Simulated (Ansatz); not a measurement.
## Electronic structure of CH$_{4}$ClMgN···CH$_{4}$ in real space

```xyz
13

Mg   -0.3969    0.3879    1.9259
N     1.0985   -0.2960    0.6784
C     1.2336   -1.6535    0.1920
Cl   -2.0063    1.1797    3.2195
H    -0.2879    0.8024   -0.8289
C    -1.1285    1.2709   -1.3489
H     1.9969    0.1928    0.6498
H     1.5071   -1.6914   -0.8919
H     1.9829   -2.2900    0.7281
H     0.2632   -2.1937    0.2786
H    -2.0916    0.9493   -0.9027
H    -1.0567    2.3735   -1.2854
H    -1.1142    0.9681   -2.4147
```

Not at a stationary point (largest force 1.7 eV/Å).

Method: UKS PBE/def2-SVP (Ansatz 0.2.0).

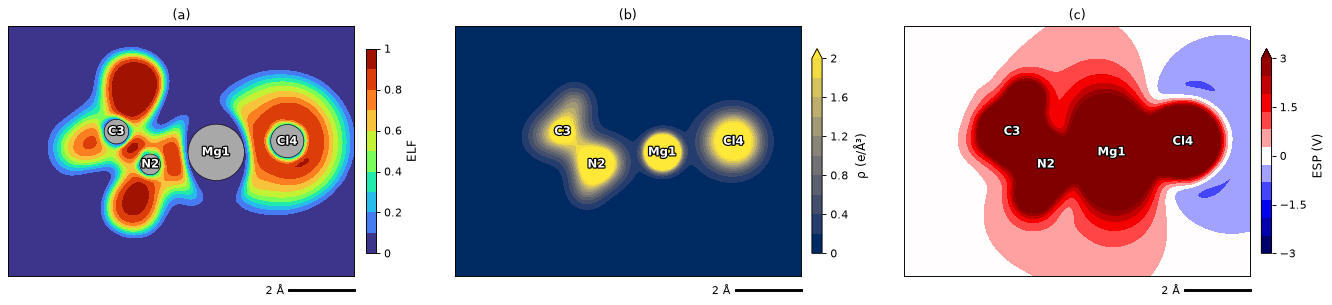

Figure 1. (a) ELF; (b) electron density; (c) molecular electrostatic potential on the plane of atoms Mg1, N2 and C3. Grey discs cover the atomic cores in the ELF map.

### Read the bonding off the picture.

- The plane passes through Mg, N, C and Cl nuclei.
- C–N (1.45 Å): ρ is about 1.9 e/Å³ halfway; the ELF peaks at about 0.90 between the atoms, as expected for a covalent bond.
- Mg–N (2.06 Å): ρ is about 0.41 e/Å³ halfway; the ELF peaks at about 0.90 in the valence shell of N, 0.7 Å from its nucleus, and falls to about 0.05 next to Mg; a largely ionic contact.
- Mg–Cl (2.21 Å): ρ is about 0.47 e/Å³ halfway; the ELF peaks at about 0.85 in the valence shell of Cl, 0.9 Å from its nucleus, and falls to about 0.05 next to Mg; a largely ionic contact.
- Outside the dense part of the complex the potential is most negative (−0.9 V) near Cl4.

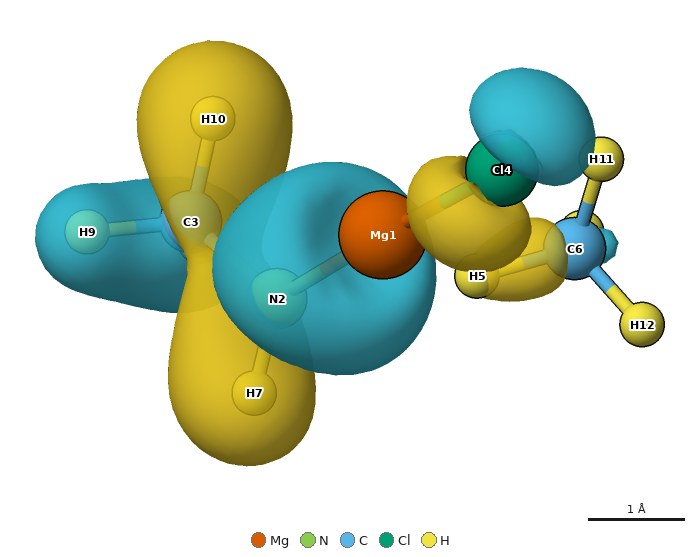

Figure 2. The HOMO−1 at ±0.1 Å⁻³ᐟ² (yellow and cyan are the two phases), seen from one side.

### Where does this orbital lie, and at what energy?

It lies mainly on N2 (about 40 %), C3 (about 15 %), Mg1 (about 10 %), Cl4 (about 10 %), H10 (about 10 %) and H7 (about 5 %). Its energy is −7.10 eV.

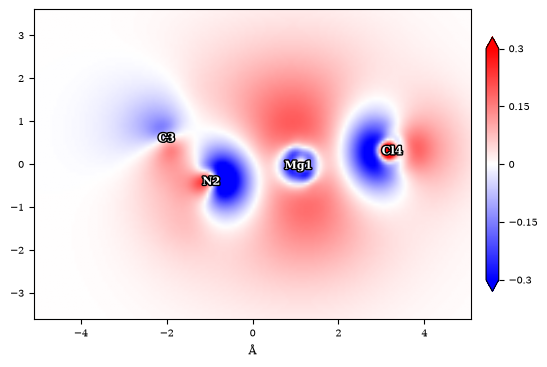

Figure 3. The LUMO on the plane of atoms Mg1, N2 and C3 (values in Å⁻³ᐟ²; the overall sign is arbitrary).

### Describe this orbital and give its energy.

Its weight (Hirshfeld) is mainly on Mg1 (about 65 %), Cl4 (about 15 %) and N2 (about 10 %). Its energy is −2.07 eV.
